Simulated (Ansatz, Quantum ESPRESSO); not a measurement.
# Gate doping of 1T-PbF2, 1 layer, part 3 of 7

How rigid are the bands of 1T-PbF2, 1 layer under field-effect doping?

Quantum ESPRESSO 7.5; plane-wave DFT, LDA, GBRV ultrasoft pseudopotentials; geometry by Ansatz 0.2.0 with PAW datasets.

So far. Step 3 (SCF with pw.x: neutral sheet, no gate): The run needed 15 iterations to bring the estimated error under 1e-07 Ry.

## Step 6: Band structure: neutral sheet, no gate

The density is frozen and the levels are solved along a path.

Contents of g0.bands.in:

```
&control
  prefix = 'g0.bands'
  outdir = './out'
  pseudo_dir = './pseudo'
  calculation = 'bands'
  tefield = .true.
  dipfield = .true.
/
&system
  ibrav = 0
  nat = 3
  ntyp = 2
  ecutwfc = 40
  ecutrho = 200
  occupations = 'smearing'
  smearing = 'fd'
  degauss = 0.004
  edir = 3
  emaxpos = 0.226121
  eopreg = 0.01
  eamp = 0.0
  nbnd = 20
/
&electrons
  conv_thr = 1e-07
  mixing_beta = 0.4
  electron_maxstep = 120
  mixing_mode = 'local-TF'
/
ATOMIC_SPECIES
  F   18.9984  f_lda_v1.4.uspp.F.UPF
  Pb  207.2000  pb_lda_v1.uspp.F.UPF
CELL_PARAMETERS angstrom
  3.98472797016254 -0.00000000000000 -0.00000000000000
  -1.99236398508127 3.45087564933116 -0.00000000000000
  -0.00000000000000 -0.00000000000000 24.35734462590000
ATOMIC_POSITIONS crystal
  F   0.666666666667 0.333333333333 0.459105251965
  Pb  0.000000000000 0.000000000000 0.500000074773
  F   0.333333333333 0.666666666667 0.540894673262
K_POINTS crystal_b
4
  0.0000000000 0.0000000000 0.0000000000 14
  0.5000000000 0.0000000000 0.0000000000 14
  0.3333333333 0.3333333333 0.0000000000 14
  0.0000000000 0.0000000000 0.0000000000 1
```

Started as:

```bash
cp -r out/g0.save out/g0.bands.save
cp out/g0.xml out/g0.bands.xml
OMP_NUM_THREADS=1 mpirun -n 4 pw.x -nk 4 -in g0.bands.in > g0.bands.out
```

Log:

```text
[banner, memory and clock lines left out]
Program PWSCF v.7.5 starts

          URL

     Presently no symmetry can be used with electric field

     Atomic positions and unit cell read from directory:
     ./out/g0.bands.save/

     G-vector sticks info

     bravais-lattice index     =            0
     lattice parameter (alat)  =       7.5300  a.u.
     unit-cell volume          =    2260.2399 (a.u.)^3
     number of atoms/cell      =            3
     number of atomic types    =            2
     number of electrons       =        28.00
     number of Kohn-Sham states=           20
     kinetic-energy cutoff     =      40.0000  Ry
     charge density cutoff     =     200.0000  Ry
     Exchange-correlation= SLA  PZ   NOGX NOGC
                           (   1   1   0   0   0   0   0)

     celldm(1)=   7.530045  celldm(2)=   0.000000  celldm(3)=   0.000000
     celldm(4)=   0.000000  celldm(5)=   0.000000  celldm(6)=   0.000000

     crystal axes: (cart. coord. in units of alat)
               a(1) = (   1.000000  -0.000000  -0.000000 )
               a(2) = (  -0.500000   0.866025  -0.000000 )
               a(3) = (  -0.000000  -0.000000   6.112674 )

     reciprocal axes: (cart. coord. in units 2 pi/alat)
               b(1) = (  1.000000  0.577350  0.000000 )
               b(2) = (  0.000000  1.154701  0.000000 )
               b(3) = (  0.000000  0.000000  0.163595 )

     PseudoPot. # 1 for F  read from file:
     ./pseudo/f_lda_v1.4.uspp.F.UPF
     Pseudo is Ultrasoft, Zval =  7.0
     Generated by new atomic code, or converted to UPF format
     Using radial grid of  799 points,  4 beta functions with:
                l(1) =   0
                l(2) =   0
                l(3) =   1
                l(4) =   1
     Q(r) pseudized with  8 coefficients,  rinner =    0.950   0.950   0.950

     PseudoPot. # 2 for Pb read from file:
     ./pseudo/pb_lda_v1.uspp.F.UPF
     Pseudo is Ultrasoft + core correction, Zval = 14.0
     Generated by new atomic code, or converted to UPF format
     Using radial grid of  899 points,  6 beta functions with:
                l(1) =   0
                l(2) =   0
                l(3) =   1
                l(4) =   1
                l(5) =   2
                l(6) =   2
     Q(r) pseudized with  6 coefficients,  rinner =    1.000   1.000   1.000
                                                       1.000   1.000

     atomic species   valence    mass     pseudopotential
     F                 7.00    18.99840     F ( 1.00)
     Pb               14.00   207.20000     Pb( 1.00)

     No symmetry found

   Cartesian axes

     site n.     atom                  positions (alat units)
         1        F      tau(   1) = (   0.5000000   0.2886751   2.8063609  )
         2        Pb     tau(   2) = (   0.0000000   0.0000000   3.0563377  )
         3        F      tau(   3) = (  -0.0000000   0.5773503   3.3063130  )

     number of k points=    43  Fermi-Dirac smearing, width (Ry)=  0.0040
                       cart. coord. in units 2pi/alat
        k(    1) = (   0.0000000   0.0000000   0.0000000), wk =   0.0465116
        k(    2) = (   0.0357143   0.0206197   0.0000000), wk =   0.0465116
        k(    3) = (   0.0714286   0.0412393   0.0000000), wk =   0.0465116
        k(    4) = (   0.1071429   0.0618590   0.0000000), wk =   0.0465116
        k(    5) = (   0.1428571   0.0824786   0.0000000), wk =   0.0465116
        k(    6) = (   0.1785714   0.1030983   0.0000000), wk =   0.0465116
        k(    7) = (   0.2142857   0.1237179   0.0000000), wk =   0.0465116
        k(    8) = (   0.2500000   0.1443376   0.0000000), wk =   0.0465116
        k(    9) = (   0.2857143   0.1649572   0.0000000), wk =   0.0465116
        k(   10) = (   0.3214286   0.1855769   0.0000000), wk =   0.0465116
        k(   11) = (   0.3571429   0.2061965   0.0000000), wk =   0.0465116
        k(   12) = (   0.3928571   0.2268162   0.0000000), wk =   0.0465116
        k(   13) = (   0.4285714   0.2474358   0.0000000), wk =   0.0465116
        k(   14) = (   0.4642857   0.2680555   0.0000000), wk =   0.0465116
        k(   15) = (   0.5000000   0.2886751   0.0000000), wk =   0.0465116
        k(   16) = (   0.4880952   0.3092948   0.0000000), wk =   0.0465116
        k(   17) = (   0.4761905   0.3299144   0.0000000), wk =   0.0465116
        k(   18) = (   0.4642857   0.3505341   0.0000000), wk =   0.0465116
        k(   19) = (   0.4523810   0.3711537   0.0000000), wk =   0.0465116
        k(   20) = (   0.4404762   0.3917734   0.0000000), wk =   0.0465116
        k(   21) = (   0.4285714   0.4123930   0.0000000), wk =   0.0465116
        k(   22) = (   0.4166667   0.4330127   0.0000000), wk =   0.0465116
        k(   23) = (   0.4047619   0.4536324   0.0000000), wk =   0.0465116
        k(   24) = (   0.3928571   0.4742520   0.0000000), wk =   0.0465116
        k(   25) = (   0.3809524   0.4948717   0.0000000), wk =   0.0465116
        k(   26) = (   0.3690476   0.5154913   0.0000000), wk =   0.0465116
        k(   27) = (   0.3571429   0.5361110   0.0000000), wk =   0.0465116
        k(   28) = (   0.3452381   0.5567306   0.0000000), wk =   0.0465116
        k(   29) = (   0.3333333   0.5773503   0.0000000), wk =   0.0465116
        k(   30) = (   0.3095238   0.5361110   0.0000000), wk =   0.0465116
        k(   31) = (   0.2857143   0.4948717   0.0000000), wk =   0.0465116
        k(   32) = (   0.2619048   0.4536324   0.0000000), wk =   0.0465116
        k(   33) = (   0.2380952   0.4123930   0.0000000), wk =   0.0465116
        k(   34) = (   0.2142857   0.3711537   0.0000000), wk =   0.0465116
        k(   35) = (   0.1904762   0.3299144   0.0000000), wk =   0.0465116
        k(   36) = (   0.1666667   0.2886751   0.0000000), wk =   0.0465116
        k(   37) = (   0.1428571   0.2474358   0.0000000), wk =   0.0465116
        k(   38) = (   0.1190476   0.2061965   0.0000000), wk =   0.0465116
        k(   39) = (   0.0952381   0.1649572   0.0000000), wk =   0.0465116
        k(   40) = (   0.0714286   0.1237179   0.0000000), wk =   0.0465116
        k(   41) = (   0.0476190   0.0824786   0.0000000), wk =   0.0465116
        k(   42) = (   0.0238095   0.0412393   0.0000000), wk =   0.0465116
        k(   43) = (   0.0000000   0.0000000   0.0000000), wk =   0.0465116

     Dense  grid:   107727 G-vectors     FFT dimensions: (  36,  36, 216)

     Smooth grid:    77213 G-vectors     FFT dimensions: (  32,  32, 192)

     Check: negative core charge=   -0.000004

     The potential is recalculated from file :
     ./out/g0.bands.save/charge-density

     negative rho (up, down):  1.832E-02 0.000E+00

     Adding external electric field

[...]
-25.7668 -25.6848 -20.1670 -20.1401 -20.1108 -20.0075 -19.9057 -11.8503
    -8.6650  -8.4932  -7.4468  -7.3252  -7.1665  -5.7613  -1.0732  -0.0192
     2.3107   3.2545   3.5139   3.6923

          k = 0.4286 0.2474 0.0000 (  9635 PWs)   bands (ev):

   -25.7510 -25.6976 -20.1681 -20.1409 -20.1105 -20.0015 -19.8910 -11.8876
    -8.7106  -8.5277  -7.4370  -7.3175  -7.1714  -5.6947  -1.0839   0.0368
     2.3358   3.4379   3.7796   4.0376

          k = 0.4643 0.2681 0.0000 (  9650 PWs)   bands (ev):

   -25.7370 -25.7097 -20.1688 -20.1414 -20.1103 -19.9978 -19.8820 -11.9104
    -8.7385  -8.5488  -7.4306  -7.3129  -7.1749  -5.6537  -1.0966   0.0826
     2.3512   3.4995   4.0587   4.1150

          k = 0.5000 0.2887 0.0000 (  9654 PWs)   bands (ev):

   -25.7275 -25.7185 -20.1691 -20.1416 -20.1102 -19.9965 -19.8789 -11.9181
    -8.7480  -8.5559  -7.4285  -7.3113  -7.1762  -5.6399  -1.1018   0.1000
     2.3564   3.5085   4.0746   4.3526

          k = 0.4881 0.3093 0.0000 (  9644 PWs)   bands (ev):

   -25.7274 -25.7186 -20.1688 -20.1412 -20.1102 -19.9962 -19.8793 -11.9188
    -8.7464  -8.5576  -7.4412  -7.3030  -7.1750  -5.6380  -1.0920   0.1006
     2.3359   3.5169   4.0748   4.3570

          k = 0.4762 0.3299 0.0000 (  9638 PWs)   bands (ev):

   -25.7270 -25.7188 -20.1682 -20.1400 -20.1104 -19.9955 -19.8804 -11.9208
    -8.7415  -8.5626  -7.4725  -7.2848  -7.1715  -5.6326  -1.0628   0.1024
     2.2767   3.5410   4.0752   4.3703

          k = 0.4643 0.3505 0.0000 (  9628 PWs)   bands (ev):

   -25.7262 -25.7192 -20.1672 -20.1381 -20.1107 -19.9942 -19.8823 -11.9241
    -8.7337  -8.5705  -7.5142  -7.2643  -7.1661  -5.6238  -1.0150   0.1055
     2.1844   3.5785   4.0758   4.3922

          k = 0.4524 0.3712 0.0000 (  9648 PWs)   bands (ev):

   -25.7253 -25.7197 -20.1658 -20.1356 -20.1112 -19.9924 -19.8849 -11.9286
    -8.7231  -8.5807  -7.5622  -7.2447  -7.1593  -5.6120  -0.9497   0.1098
     2.0657   3.6273   4.0761   4.4224

          k = 0.4405 0.3918 0.0000 (  9650 PWs)   bands (ev):

   -25.7242 -25.7203 -20.1641 -20.1328 -20.1117 -19.9898 -19.8882 -11.9341
    -8.7102  -8.5923  -7.6143  -7.2266  -7.1517  -5.5976  -0.8684   0.1153
     1.9276   3.6858   4.0767   4.4606

          k = 0.4286 0.4124 0.0000 (  9628 PWs)   bands (ev):

   -25.7230 -25.7208 -20.1622 -20.1298 -20.1123 -19.9866 -19.8921 -11.9403
    -8.6955  -8.6044  -7.6688  -7.2103  -7.1439  -5.5812  -0.7731   0.1222
     1.7759   3.7532   4.0775   4.5062

          k = 0.4167 0.4330 0.0000 (  9628 PWs)   bands (ev):

   -25.7218 -25.7213 -20.1601 -20.1268 -20.1130 -19.9825 -19.8966 -11.9471
    -8.6797  -8.6163  -7.7240  -7.1956  -7.1366  -5.5636  -0.6665   0.1309
     1.6156   3.8294   4.0781   4.5588

          k = 0.4048 0.4536 0.0000 (  9624 PWs)   bands (ev):

   -25.7220 -25.7204 -20.1580 -20.1240 -20.1137 -19.9776 -19.9015 -11.9540
    -8.6638  -8.6270  -7.7780  -7.1824  -7.1303  -5.5456  -0.5517   0.1423
     1.4509   3.9142   4.0791   4.6174

          k = 0.3929 0.4743 0.0000 (  9622 PWs)   bands (ev):

   -25.7223 -25.7194 -20.1560 -20.1215 -20.1143 -19.9719 -19.9069 -11.9609
    -8.6490  -8.6359  -7.8287  -7.1706  -7.1254  -5.5280  -0.4334   0.1586
     1.2851   4.0062   4.0817   4.6809

          k = 0.3810 0.4949 0.0000 (  9616 PWs)   bands (ev):

   -25.7225 -25.7186 -20.1542 -20.1196 -20.1150 -19.9655 -19.9126 -11.9674
    -8.6422  -8.6366  -7.8738  -7.1599  -7.1222  -5.5117  -0.3187   0.1841
     1.1211   4.0710   4.1205   4.7471

          k = 0.3690 0.5155 0.0000 (  9620 PWs)   bands (ev):

   -25.7224 -25.7181 -20.1527 -20.1181 -20.1155 -19.9587 -19.9187 -11.9731
    -8.6455  -8.6279  -7.9112  -7.1505  -7.1209  -5.4976  -0.2186   0.2272
     0.9612   4.0761   4.2276   4.8124

          k = 0.3571 0.5361 0.0000 (  9622 PWs)   bands (ev):

   -25.7219 -25.7181 -20.1516 -20.1171 -20.1159 -19.9516 -19.9249 -11.9776
    -8.6454  -8.6243  -7.9389  -7.1421  -7.1215  -5.4867  -0.1460   0.2981
     0.8073   4.0770   4.3465   4.7903

          k = 0.3452 0.5567 0.0000 (  9638 PWs)   bands (ev):

   -25.7211 -25.7186 -20.1509 -20.1165 -20.1161 -19.9445 -19.9313 -11.9805
    -8.6415  -8.6263  -7.9557  -7.1349  -7.1242  -5.4796  -0.1067   0.3997
     0.6611   4.0772   4.4712   4.6982

          k = 0.3333 0.5774 0.0000 (  9636 PWs)   bands (ev):

   -25.7201 -25.7196 -20.1507 -20.1163 -20.1163 -19.9378 -19.9377 -11.9816
    -8.6337  -8.6337  -7.9611  -7.1289  -7.1287  -5.4771  -0.0955   0.5241
     0.5241   4.0773   4.5913   4.5923

          k = 0.3095 0.5361 0.0000 (  9622 PWs)   bands (ev):

   -25.7244 -25.7157 -20.1514 -20.1165 -20.1164 -19.9509 -19.9263 -11.9767
    -8.6592  -8.6063  -7.9421  -7.1435  -7.1199  -5.4882  -0.1289   0.2823
     0.8022   4.0770   4.3713   4.6099

          k = 0.2857 0.4949 0.0000 (  9628 PWs)   bands (ev):

   -25.7324 -25.7093 -20.1534 -20.1171 -20.1168 -19.9641 -19.9193 -11.9603
    -8.6860  -8.5639  -7.8949  -7.1646  -7.1156  -5.5236  -0.2147   0.0900
     1.0823   4.0734   4.1638   4.2858

          k = 0.2619 0.4536 0.0000 (  9632 PWs)   bands (ev):

   -25.7440 -25.7004 -20.1558 -20.1178 -20.1176 -19.9774 -19.9183 -11.9307
    -8.6999  -8.5082  -7.8338  -7.1908  -7.1156  -5.5850  -0.3429  -0.0462
     1.3414   3.8843   3.9508   4.0834

          k = 0.2381 0.4124 0.0000 (  9644 PWs)   bands (ev):

   -25.7591 -25.6890 -20.1581 -20.1196 -20.1176 -19.9908 -19.9241 -11.8868
    -8.6919  -8.4421  -7.7694  -7.2209  -7.1193  -5.6723  -0.5070  -0.1212
     1.5664   3.5021   3.6866   3.8937

          k = 0.2143 0.3712 0.0000 (  9648 PWs)   bands (ev):

   -25.7775 -25.6754 -20.1600 -20.1219 -20.1169 -20.0046 -19.9371 -11.8284
    -8.6575  -8.3689  -7.7094  -7.2538  -7.1258  -5.7838  -0.6982  -0.1315
     1.7488   3.1401   3.3736   3.5097

          k = 0.1905 0.3299 0.0000 (  9669 PWs)   bands (ev):

   -25.7983 -25.6600 -20.1615 -20.1246 -20.1155 -20.0185 -19.9564 -11.7565
    -8.5961  -8.2918  -7.6590  -7.2888  -7.1340  -5.9157  -0.9068  -0.0752
     1.8832   2.8088   3.0548   3.1664

          k = 0.1667 0.2887 0.0000 (  9677 PWs)   bands (ev):

   -25.8208 -25.6434 -20.1626 -20.1272 -20.1135 -20.0325 -19.9807 -11.6731
    -8.5096  -8.2139  -7.6212  -7.3252  -7.1431  -6.0631  -1.1226   0.0471
     1.9681   2.5123   2.7571   2.8645

          k = 0.1429 0.2474 0.0000 (  9673 PWs)   bands (ev):

   -25.8436 -25.6263 -20.1635 -20.1294 -20.1113 -20.0459 -20.0081 -11.5815
    -8.4019  -8.1376  -7.5971  -7.3631  -7.1533  -6.2191  -1.3362   0.2311
     2.0066   2.2535   2.4917   2.6037

          k = 0.1190 0.2062 0.0000 (  9695 PWs)   bands (ev):

   -25.8657 -25.6096 -20.1646 -20.1311 -20.1095 -20.0584 -20.0360 -11.4864
    -8.2791  -8.0644  -7.5854  -7.4028  -7.1658  -6.3756  -1.5385   0.4680
     2.0074   2.0347   2.2637   2.3835

          k = 0.0952 0.1650 0.0000 (  9699 PWs)   bands (ev):

   -25.8858 -25.5942 -20.1658 -20.1324 -20.1092 -20.0692 -20.0613 -11.3936
    -8.1490  -7.9947  -7.5835  -7.4456  -7.1825  -6.5228  -1.7210   0.7418
     1.8588   1.9829   2.0753   2.2036

          k = 0.0714 0.1237 0.0000 (  9699 PWs)   bands (ev):

   -25.9028 -25.5811 -20.1671 -20.1334 -20.1133 -20.0790 -20.0777 -11.3101
    -8.0209  -7.9285  -7.5883  -7.4923  -7.2046  -6.6506  -1.8751   1.0246
     1.7323   1.9278   1.9470   2.0636

          k = 0.0476 0.0825 0.0000 (  9675 PWs)   bands (ev):

   -25.9157 -25.5711 -20.1682 -20.1343 -20.1229 -20.0863 -20.0837 -11.2433
    -7.9064  -7.8662  -7.5972  -7.5427  -7.2307  -6.7489  -1.9926   1.2616
     1.6762   1.8221   1.9116   1.9630

          k = 0.0238 0.0412 0.0000 (  9677 PWs)   bands (ev):

   -25.9237 -25.5648 -20.1690 -20.1351 -20.1320 -20.0880 -20.0872 -11.2000
    -7.8211  -7.8126  -7.6082  -7.5907  -7.2542  -6.8105  -2.0664   1.3721
     1.7211   1.7585   1.8866   1.9008

          k = 0.0000 0.0000 0.0000 (  9699 PWs)   bands (ev):

   -25.9264 -25.5626 -20.1693 -20.1354 -20.1354 -20.0883 -20.0883 -11.1849
    -7.7874  -7.7874  -7.6145  -7.6145  -7.2642  -6.8314  -2.0916   1.3891
     1.7373   1.7701   1.8775   1.8775

     XML data file, pseudopotentials, collected wavefunctions

                                        0.00s GPU  (     800 calls)
[key lines of the parts left out:]
Dipole field         -0.0000 Ry au,
```

It took 39 s on 4 MPI ranks of Arm Neoverse V2, shared host; peak memory 0.38 GiB.

Band numbers count within the set of bands kept for display. Electronic bands along the path, in eV, zero at the highest filled level of the SCF mesh; v1 is the highest filled band, c1 the lowest empty one:

```csv
point,v4,v3,v2,v1,c1,c2,c3
Γ,-2.14,-2.14,-1.79,-1.35,3.39,6.87,7.21
M,-1.95,-1.83,-1.70,-0.16,4.38,5.58,7.83
K,-2.48,-1.65,-1.65,0.00,5.38,6.00,6.00
Γ,-2.14,-2.14,-1.79,-1.35,3.39,6.87,7.21
```

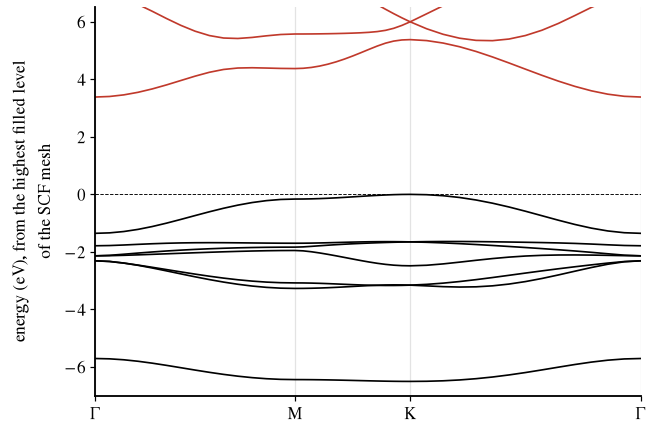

Electronic bands along the path; lines of filled and empty bands in two colours.

Along this path the valence top lies at K and the conduction bottom at Γ.

[end of part 3 of 7]

[Logs are printed without paths, hosts, clocks, repeated set-up lines and the standing remarks that a program may print on its own settings, such as how far it seeks lower states.]

[Hosts, paths, dates, database ids (printed as entryN), source tags and the programs' standing remarks are cut or masked in the printed files.]

[Maps of the electrostatic potential energy from Ansatz leave out the sawtooth potential of an applied field or a dipole correction, so their vacuum need not be flat; planar profiles and work functions include it.]
